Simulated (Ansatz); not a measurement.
**Computed energy against volume: Mg3Sb2 (A-La2O3 type, space group P-3m1)**

Mg3Sb2 (A-La2O3 type, space group P-3m1)

Space group P-3m1 (No. 164); a = 4.596 Å, b = 4.596 Å, c = 7.272 Å, α = 90.00°, β = 90.00°, γ = 120.00°

| atom | site | symmetry | x | y | z |
|---|---|---|---|---|---|
| Sb | 2d | 3m. | 0.3333 | 0.6667 | 0.2258 |
| Mg | 1a | -3m. | 0.0000 | 0.0000 | 0.0000 |
| Mg | 2d | 3m. | 0.6667 | 0.3333 | 0.3676 |

Equation-of-state scan: isotropic scaling of the cell above, V₀ being its volume. The atoms relax within the cell's symmetry.

Computed with PBE (plane waves to 420 eV, PAW, scalar-relativistic; Ansatz, a quantum-chemistry and plane-wave program). k mesh 12×12×7 (Γ-centred), Fermi-Dirac smearing 0.05 eV. The energy includes the smearing's −TS. With the shape held, the modulus is that of even scaling; a crystal free to change shape is softer. Mg3Sb2 was relaxed with its symmetry unable to fall. Spin-orbit coupling is left out, though Sb is heavy. The zero of ΔE is the relaxed starting cell.

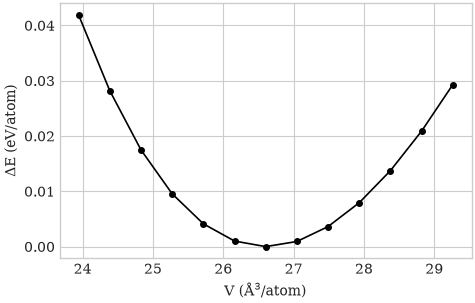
*ΔE (eV/atom) against V (Å³/atom); markers are the computed points, lines only join them.*

The pressure derivative B₀′ (fit) comes out as 4.3. The equilibrium volume of the fit comes out as 26.61 Å³/atom, the bulk modulus at fixed cell shape B₀ (third-order Birch-Murnaghan fit) is 41.8 GPa and the energy cost of the largest expansion comes out as 29.3 meV/atom. The pressure at the smallest volume is 5.53 GPa.

(A scan under strain: stresses follow from slopes of the energy per volume, elastic moduli from its curvatures.)
